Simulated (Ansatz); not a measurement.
# RbZnCl3 (model structure): optical spectrum from first principles, part 2 of 2

Wanted: where RbZnCl3 (model structure) starts to absorb, how strongly, and its refractive index. The cell was made here by substitution or stacking, whether or not such a phase is known. It was built so: All Cd replaced by Zn and Cs replaced by Rb in the Pm-3m structure of CsCdCl3.

Ansatz 0.2.0; DFT, PBE, plane-wave PAW, default files, scalar-relativistic, independent-particle optical response without local fields.

So far. Step 3 (Ground state and bands): There is a gap, 1.39 eV on the path, so no carriers' term is needed. The cell is left with a pressure of 0.0 GPa after its relaxation.

## Step 4: Spectrum

The spectrum is a sum over vertical transitions between filled and empty bands at the fixed density, so many empty bands are needed.

This step: DFT, PBE, plane-wave PAW, default files, scalar-relativistic, independent-particle optical response without local fields (Ansatz 0.2.0).

Input file input.yaml:

```yaml
crystal:
  lattice:
    - [5.0076525969, 0.0, 0.0]
    - [0.0, 5.0076525969, 0.0]
    - [0.0, 0.0, 5.0076525969]
  atoms:
    - { symbol: Rb, position: [0.0, 0.0, 0.0] }
    - { symbol: Zn, position: [0.5, 0.5, 0.5] }
    - { symbol: Cl, position: [0.5, 0.5, 0.0] }
    - { symbol: Cl, position: [0.5, 0.0, 0.5] }
    - { symbol: Cl, position: [0.0, 0.5, 0.5] }
kpoints:
  mp_grid: { grid: [5, 5, 5] }
scf:
  occupations: { method: fixed }
hamiltonian:
  xc: pbe
  pseudopotentials: { kind: paw }
output:
  optics:
    e_range: [0, 40]
    de: 0.05
    sigma: 0.1
    nscf_kmesh: { grid: [6, 6, 6] }
    bands: auto
```

On the command line:

```bash
$ ansatz run input.yaml --threads 2 --pin off --max-ram 5120MiB --backend cpu --events-out ev --progress --plain --runs-dir out
```

Numbers of over 12 decimals in the logs are rounded to 6 here.

The program printed:

```text
[...]
Crystal: 5 atoms, lattice volume = 125.575 Å³
Basis set: ecut = 420 eV, 2517 PW (Γ)
Bands: 26, of which v1, the nominal top of the filled ones, is band 21 counted from 1 (20 counted from 0)
Symmetry: 48 space group operations
[...]
k-points: 10 of 125
[...]
SCF iter   1: F=—  HF=-9831.992844 eV  |F-HF|=—  |Δ(HF+E_count)|=         —  Δρ=3.88e-4  dr2=1.07e-4  ethr=1.77e-3  ⟨swp⟩=6.0  Hψ=1222  notcnv=0  defer=29
[...]
SCF iter   9: F=-9831.992665 eV  HF=-9831.992665 eV  |F-HF|=5.46e-12  |Δ(HF+E_count)|=  3.64e-11  Δρ=3.25e-8  dr2=2.32e-12  ethr=1.00e-12  ⟨swp⟩=9.5  Hψ=1068  notcnv=0
SCF 1 converged in 9 iterations: F = -9831.992665 eV  dr2 = 2.32e-12
[...]
output.optics: what the bands over the 101 summed would add to eps1, eps2 and the energy-loss function is held between a lower and an upper bound (6 Lanczos steps). eps1, eps2 and their loss function (loss_summed_bands) are given on every row as the summed bands alone make them. Along an axis, on a row where the two bounds hold the loss function to about 1 % of the greater of itself and 0.5 % of |1/eps|, its cell (loss_completed) is given, with the completed eps1 and eps2 that it is formed of (a cell that is left empty reads nan in the table and null in the record). The two bounds hold it so along every axis on 617 of the 762 rows up to 38.050 eV; [rest of the remark cut]
SCF converged after 9 iterations
Free energy (F): -9831.992665 eV
[...]
Internal energy: -9831.992665 eV  (E = F + TS)
E sigma→0 (E₀):  -9831.992665 eV
Fermi energy:    2.827962 eV
[...]
--- Band table (eV; the first three rows and the last of 10) ---
  k-point 0: bands = [... 17 lower, 2.1790, 2.4909, 2.4909, 2.4909, 4.2994, 8.7404, 9.8603, 9.8603, ... 1 higher]
  k-point 1: bands = [... 17 lower, 2.1199, 2.1199, 2.4176, 2.4176, 5.1760, 9.2559, 10.1982, 10.2926, ... 1 higher]
  k-point 2: bands = [... 17 lower, 2.0155, 2.0155, 2.3063, 2.3063, 6.7367, 10.3275, 10.9252, 11.1600, ... 1 higher]
  k-point 9: bands = [... 17 lower, 2.4512, 2.8181, 2.8181, 2.8280, 8.6652, 9.6703, 9.6703, 10.3807, ... 1 higher]
```

It took 32 s on 2 threads of Intel Xeon Platinum 8488C (Sapphire Rapids), shared host; peak memory 1 GiB.

Read-outs, printed or worked out from the files:

| Quantity | Value |
| --- | --- |
| electronic dielectric constant ε∞, mean over x, y and z (by symmetry where fewer were run) | 3.886 |
| absorption onset, first axis (α over 10⁴ cm⁻¹, or the direct gap if that lies higher) | 1.846 eV |
| main peak of Im epsilon, first axis | 9.337 eV |
| centre of weight of the strongest loss peak in the window | 22.27 eV |
| photocurrent from vertical transitions in a film 500 nm thick on a perfect mirror (two passes), AM1.5G, no front reflection, all carriers collected | 17.83 mA/cm² |
| least direct gap on the mesh | 1.809 eV |
| bands summed | 101 |
| spectra valid up to | 38.05 eV |
| program's estimate of the k-sum error in Im epsilon | 0.06 % |
| electrons in the f-sum | 29.65 |

The Im ε, any direction has structure finer than the step of the table below, so its rows give means over 2 eV, whole bins alone (the curve runs from 0 to 30.8 eV). Peaks (eV: height): 5.6: 2.84, 9.3: 5.15, 11.9: 3.72, 17.5: 2.19.

Im ε, any direction against photon energy; means over each step:

```csv
photon energy (eV),"Im ε, any direction"
2,0.372
4,1.07
6,2.49
8,3.39
10,3.56
12,2.74
14,1.47
16,1.67
18,1.71
20,0.794
22,0.389
24,0.295
26,0.235
28,0.128
```

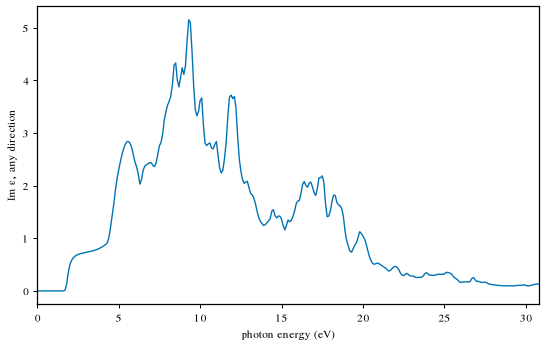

Im ε, any direction, plotted against photon energy.

Re ε, any direction against photon energy:

```csv
photon energy (eV),"Re ε, any direction"
0.0,3.89
2.5,4.24
5.0,4.86
7.5,3.90
10.0,0.964
12.5,-0.461
15.0,0.456
17.5,-0.0239
20.0,-0.306
22.5,0.115
25.0,0.368
27.5,0.428
30.0,0.578
```

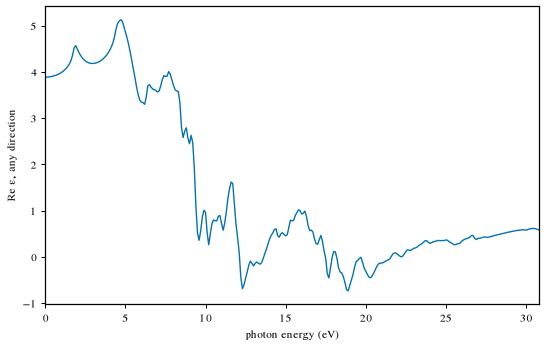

Re ε, any direction against photon energy.

Values under 1 per cm are given as 1. Absorption coefficient, any direction against photon energy:

```csv
photon energy (eV),"absorption coefficient, any direction (1/cm)"
0.000,1
2.500,42459
5.000,2.6e5
7.500,5.0e5
10.000,1.2e6
12.500,1.5e6
15.000,1.1e6
17.500,1.9e6
20.000,1.7e6
22.500,7.2e5
25.000,6.2e5
27.500,3.5e5
30.000,2.1e5
```

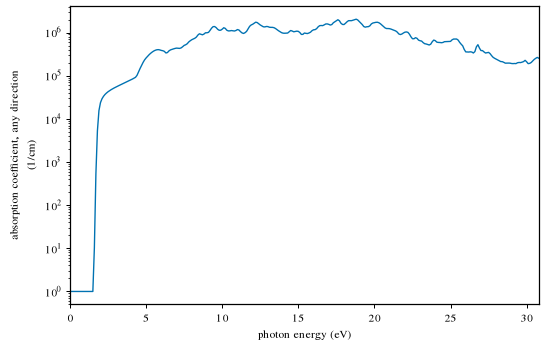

Absorption coefficient, any direction against photon energy.

The reflectivity at normal incidence, any direction has structure finer than the step of the table below, so its rows give means over 2 eV, whole bins alone (the curve runs from 0 to 30.8 eV). Peaks (eV: height): 5.2: 17.1, 9.5: 27.3, 12.3: 30.1, 17.7: 26.1, 18.9: 35.7, 20.4: 35.2, 22.3: 22.8.

The reflectivity at normal incidence, any direction by photon energy; means over each step:

```csv
photon energy (eV),"reflectivity at normal incidence, any direction (%)"
2,12.2
4,13.9
6,15.2
8,18.2
10,21.3
12,21.3
14,14.7
16,11.2
18,22.5
20,27.2
22,20.0
24,8.30
26,6.78
28,3.78
```

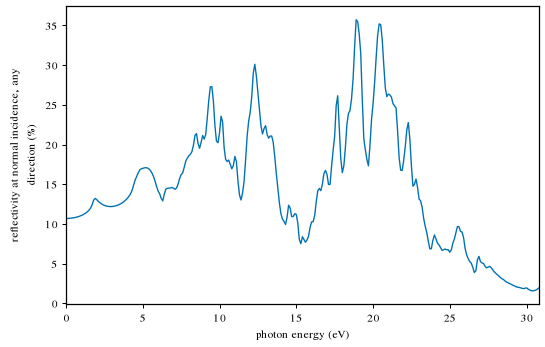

Reflectivity at normal incidence, any direction, plotted against photon energy.

The loss function −Im 1/ε at q → 0, any direction has structure finer than the step of the table below, so its rows give means over 2 eV, whole bins alone (the curve runs from 0 to 30.8 eV). Peaks (eV: height): 21.6: 2.66, 22.4: 3.19, 25.5: 1.88, 26.8: 1.14.

Loss function −Im 1/ε at q → 0, any direction against energy loss; means over each step:

```csv
energy loss (eV),"loss function −Im 1/ε at q → 0, any direction"
2,0.0198
4,0.0461
6,0.122
8,0.140
10,0.272
12,0.352
14,0.643
16,0.503
18,0.563
20,1.17
22,2.44
24,1.65
26,1.28
28,0.568
```

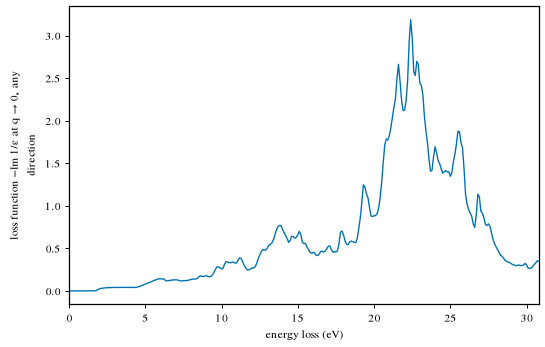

Loss function −Im 1/ε at q → 0, any direction against energy loss.

From ε follow the optical constants at some laser and lamp lines:

```csv
wavelength (nm),n,k,R (%),1/α
800,2.05,0.000,11.9,over 1 mm
633,2.13,0.102,13.1,492 nm
532,2.08,0.159,12.5,266 nm
450,2.05,0.174,12.2,206 nm
365,2.06,0.184,12.4,158 nm
308,2.12,0.199,13.3,123 nm
193,2.00,0.539,13.9,28 nm
```

Rows near the edge hang on the gap, which this functional as a rule makes too small, and phonon-assisted absorption is left out.

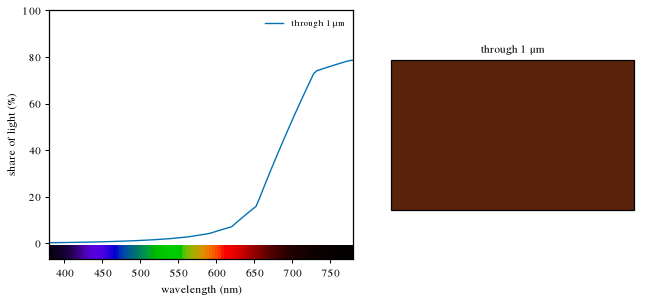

Light through 1 µm across the visible range, with the colour that it makes of daylight (sRGB).

Through 1 µm of it, D65 light comes out red, dark (x = 0.538, y = 0.381; 3 % transmitted). A larger true gap would move the edge to shorter wavelengths and change the colour.

The f-sum over the summed bands holds 29.7 of the cell's 42 electrons outside the frozen cores, 8 of which lie in bands more than 12 eV below the Fermi level, whose transitions come at higher energies. Up to 31 eV the strength has a mean oscillator energy of 10.3 eV, close to the main peak.

## Step 5: Static response with local fields

A static field by perturbation theory: the induced potential is included, and the Born charges come with it.

This step: DFT, PBE, plane-wave PAW, default files, scalar-relativistic, static field response by perturbation theory with local fields (Ansatz 0.2.0).

Changes to input.yaml since step 4:

```diff
@@ -18,8 +18,2 @@
   pseudopotentials: { kind: paw }
-output:
-  optics:
-    e_range: [0, 40]
-    de: 0.05
-    sigma: 0.1
-    nscf_kmesh: { grid: [6, 6, 6] }
-    bands: auto
+dielectric: {}
```

The program printed:

```text
[...]
Crystal: 5 atoms, lattice volume = 125.575 Å³
Basis set: ecut = 420 eV, 2517 PW (Γ), exchange–correlation on 72×72×72 points (8 copies of the dense FFT grid, shifted against one another)
Bands: 26, of which v1, the nominal top of the filled ones, is band 21 counted from 1 (20 counted from 0)
Symmetry: 48 space group operations
k-points: 18 of 125 (irreducible under 8 space group operations, time reversal used)
[...]
SCF iter   1: F=—  HF=-9831.992763 eV  |F-HF|=—  |Δ(HF+E_count)|=         —  Δρ=3.89e-4  dr2=1.09e-4  ethr=1.77e-3  ⟨swp⟩=6.1  Hψ=2242  notcnv=0  defer=49
[...]
SCF iter   8: F=-9831.992581 eV  HF=-9831.992581 eV  |F-HF|=3.46e-11  |Δ(HF+E_count)|=  1.47e-10  Δρ=1.26e-7  dr2=3.28e-11  ethr=1.00e-12  ⟨swp⟩=8.0  Hψ=2165  notcnv=0
SCF 1 converged in 8 iterations: F = -9831.992581 eV  dr2 = 3.28e-11
[...]
DFPT response loops at Γ: preconditioner auto → Resta (q_TF=auto, 2.273 Å⁻¹)  ε∞=6.4 (no band partly filled); β = 1.00, the filter's whole step (`scf.mixing.beta` (0.50) is not read by the response loops at its default; to damp them type it under 1.00, their step now; it binds the ground state too); Broyden in place of MSR1
── the response to a field inside a basis, on 6×6×6 k-points: an SCF that follows is theirs, and a resumed run solves both again ──
Bands: 22, of which v1, the nominal top of the filled ones, is band 21 counted from 1 (20 counted from 0)
k-points: 10 of 216
[...]
Eigensolver: Dense (10 Hₖ)
SCF iter   1: F=—  HF=-9831.980898 eV  |F-HF|=—  |Δ(HF+E_count)|=         —  Δρ=1.68e-4  dr2=9.86e-6  ethr=1.00e-1
[...]
SCF iter   4: F=-9831.980904 eV  HF=-9831.980904 eV  |F-HF|=3.89e-8  |Δ(HF+E_count)|=   1.67e-6  Δρ=4.98e-6  dr2=1.84e-8  ethr=1.70e-9
SCF 1 converged in 4 iterations: F = -9831.980904 eV  dr2 = 1.84e-8
[...]
SCF converged after 8 iterations
Free energy (F): -9831.992581 eV
[...]
Internal energy: -9831.992581 eV  (E = F + TS)
E sigma→0 (E₀):  -9831.992581 eV
Fermi energy:    2.827938 eV
[...]
--- Band table (eV; the first three rows and the last of 18) ---
  k-point 0: bands = [... 17 lower, 2.1790, 2.4909, 2.4909, 2.4909, 4.2994, 8.7403, 9.8601, 9.8601, ... 1 higher]
  k-point 1: bands = [... 17 lower, 2.1199, 2.1199, 2.4175, 2.4175, 5.1760, 9.2558, 10.1980, 10.2925, ... 1 higher]
  k-point 2: bands = [... 17 lower, 2.0155, 2.0155, 2.3063, 2.3063, 6.7367, 10.3274, 10.9251, 11.1599, ... 1 higher]
  k-point 17: bands = [... 17 lower, 2.4512, 2.8180, 2.8180, 2.8279, 8.6651, 9.6703, 9.6703, 10.3806, ... 1 higher]
--- Dielectric response (ions clamped): 3 representative field directions + reference, inside a basis on a mesh of 216 k-points (Σ response iterations 12) ---
  ε∞ (high-frequency dielectric tensor):
        3.625222     0.000000    -0.000000
        0.000000     3.625222     0.000000
       -0.000000     0.000000     3.625222
  Born effective charges Z* (e; rows j = field, columns β = displacement):
    site 0:
         1.28131   -0.00000   -0.00000
         0.00000    1.28131    0.00000
         0.00000    0.00000    1.28131
    site 1:
         2.90644    0.00000   -0.00000
         0.00000    2.90644    0.00000
        -0.00000    0.00000    2.90644
    site 2:
        -0.83122    0.00000   -0.00000
        -0.00000   -0.83122    0.00000
         0.00000    0.00000   -2.52531
    site 3:
        -0.83122    0.00000   -0.00000
         0.00000   -2.52531    0.00000
         0.00000    0.00000   -0.83122
    site 4:
        -2.52531   -0.00000    0.00000
        -0.00000   -0.83122    0.00000
        -0.00000    0.00000   -0.83122
  Z* charge neutrality: 9.943e-4 e pre-enforcement
  solved inside a basis spanned on kpoints, on 6×6×6 k-points, its susceptibility summed on 10×10×10: ε∞ is read to err by 1.0e-2, Z* by 1.3e-2 e (field_mesh: kpoints solves on kpoints); Z* is corrected for what the basis lacks
```

Run time: 17 s. Hardware: 2 threads; peak memory 0.69 GiB.

This step gave:

```
electronic dielectric constant ε∞, mean over x, y and z (by symmetry where fewer were run) : 3.625
```

ε∞ with local fields:

```
3.63 0.00 0.00
0.00 3.63 0.00
0.00 0.00 3.63
```

Diagonal elements. Born, by row:

```csv
atom,Z*xx (e),Z*yy (e),Z*zz (e)
Rb1,1.281,1.281,1.281
Zn2,2.906,2.906,2.906
Cl3,-0.831,-0.831,-2.525
Cl4,-0.831,-2.525,-0.831
Cl5,-2.525,-0.831,-0.831
```

Mean Born charges are Rb +1.28, Zn +2.91 and Cl -1.40, against formal valences of +1, +2 and -1. That of Zn exceeds its valence by 45 %, the mark of charge moving along hybridised bonds as the atoms shift.

## Step 6: Results

```json
{
 "gap on the path": "1.39 eV",
 "least direct gap on the path": "1.81 eV",
 "electronic dielectric constant ε∞, mean over x, y and z (by symmetry where fewer were run) (independent particles)": "3.89",
 "absorption onset, first axis (α over 10⁴ cm⁻¹, or the direct gap if that lies higher)": "1.85 eV",
 "main peak of Im epsilon, first axis": "9.34 eV",
 "centre of weight of the strongest loss peak in the window, first axis": "22.3 eV",
 "photocurrent from vertical transitions in a film 500 nm thick on a perfect mirror (two passes), AM1.5G, no front reflection, all carriers collected": "17.8 mA/cm²",
 "electronic dielectric constant ε∞, mean over x, y and z (by symmetry where fewer were run) (static response with local fields)": "3.63"
}
```

What this shows: At this level (PBE, independent particles) RbZnCl3 has ε∞ = 3.89 (3.63 with local fields) and n = 1.99 at 1550 nm; absorption sets in near 1.8 eV, and Im ε peaks at 9.3 eV. The cell grew by 7.4 % in volume. The gap is indirect (1.39 eV), so absorption without phonons can begin only at the direct gap of 1.81 eV. The absorption coefficient passes 10⁴ cm⁻¹ at 1.85 eV, inside the visible range. The strongest loss structure up to 31 eV has its centre of weight at 22.3 eV; a free-electron gas of the 29.7 electrons in the f-sum would put its plasmon at 18.0 eV. Distinct maxima of Im ε, read by a parabola through the highest points, lie at 8.46 eV (4.4), 9.34 eV (5.2), 10.06 eV (3.7) and 11.89 eV (3.7). The f-sum over the summed bands holds 29.7 of the cell's 42 electrons outside the frozen cores, 8 of which lie in bands more than 12 eV below the Fermi level, whose transitions come at higher energies. Up to 31 eV the strength has a mean oscillator energy of 10.3 eV, close to the main peak. Through 1 µm of it, D65 light comes out red, dark (x = 0.538, y = 0.381; 3 % transmitted). A larger true gap would move the edge to shorter wavelengths and change the colour. In the base spectrum excitons and phonon-assisted transitions are missing, and so are local fields; PBE gaps are as a rule too small, which pulls the onset down and ε∞ up. In the base run ε includes the program's bounded estimate of what the bands above those summed add.

[Logs are printed without paths, hosts, clocks, repeated set-up lines and the standing remarks that a program may print on its own settings, such as how far it seeks lower states.]

[Hosts, paths, dates, database ids (printed as entryN), source tags and the programs' standing remarks are cut or masked in the printed files.]
